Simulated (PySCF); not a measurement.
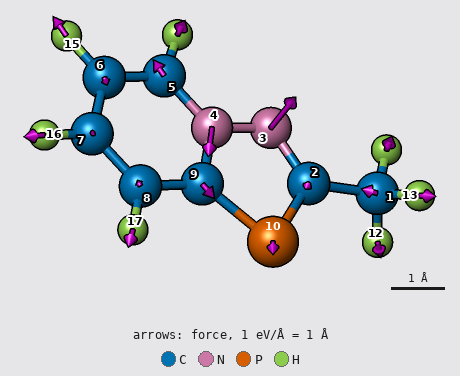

Starting geometry of C7H7N2P with the computed forces as purple arrows. A ball-and-stick model, seen at a tilt.

The start comes from GFN2-xTB.

Method: PBE0-D3(BJ)/def2-SVP geometry optimisation, gas phase (PySCF 2.14.0, density-fitted response routines). 

> Is this structure relaxed? If not, where do the atoms go?

It isn't relaxed: the largest force vector, on an N atom, is 1.06 eV/Å. The final displacements follow the starting forces only in part (cosine between the two patterns 0.48). After 4 geometry steps the energy has fallen by 0.050 eV. The largest move after the best rigid fit is that of an H atom, 0.046 Å. Largest moves by element: H 0.046 Å, C 0.029 Å, P 0.026 Å, N 0.026 Å. Some distances before and after: N–N 1.318 → 1.334 Å, C–N 1.353 → 1.366 Å, C–H 1.078 → 1.090 Å, C–C 1.404 → 1.416 Å.
